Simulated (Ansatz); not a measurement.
F3H3SW···H2

Input file:

```
crystal:
  periodic: [false, false, false]
  atoms:
    - { symbol: W, position_ang: [0.231318, 0.333236, -0.329856] }
    - { symbol: H, position_ang: [0.372043, -0.610003, 2.433794] }
    - { symbol: H, position_ang: [1.704672, -0.313973, 0.174824] }
    - { symbol: F, position_ang: [-0.338838, 1.962608, -1.092831] }
    - { symbol: H, position_ang: [-1.038049, 0.698738, 0.734643] }
    - { symbol: F, position_ang: [-0.31965, -1.389716, 0.132528] }
    - { symbol: F, position_ang: [0.278609, -0.232795, -2.106641] }
    - { symbol: S, position_ang: [1.427871, 2.023715, 0.891306] }
    - { symbol: H, position_ang: [2.386057, 1.28994, 1.505928] }
    - { symbol: H, position_ang: [0.593867, 0.07435, 2.412004] }
basis:
  gaussian: { orbitals: def2-SVP }
hamiltonian:
  xc: r2scan
  dispersion: d4
relax:
  f_tol: 0.03
  max_steps: 50
output:
  orbitals: {}
```

Launched as:

```sh
ansatz run input.yaml --threads 4 --pin off --max-ram 5120MiB --backend cpu --events-out ev --progress --plain --runs-dir out
```

The fields are those of the run's last geometry, not of the input's.

Core potentials replace the inner electrons of W.

Level of theory: RKS r2SCAN-D4/def2-SVP (Ansatz).

> Predict the electron density and electron localisation function between the atoms.

W–F (1.86 Å): ρ at the midpoint is about 1.1 e/Å³; the ELF peaks at about 0.85 in the valence shell of F, 0.5 Å from its nucleus, and drops to about 0.25 between the two atoms.
W–H (1.68 Å): ρ at the midpoint is about 1.6 e/Å³; the ELF climbs to about 1 towards the hydrogen.

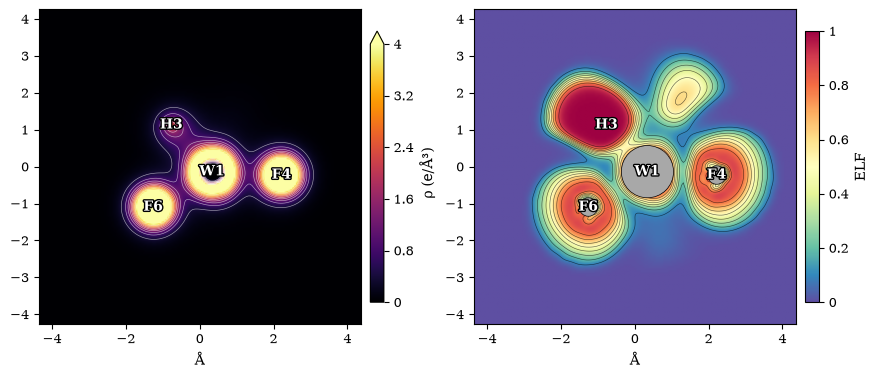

Computed electron density and electron localisation function on the plane of atoms H3, W1 and F6, in this order. Grey discs cover the atomic cores in the ELF map. 
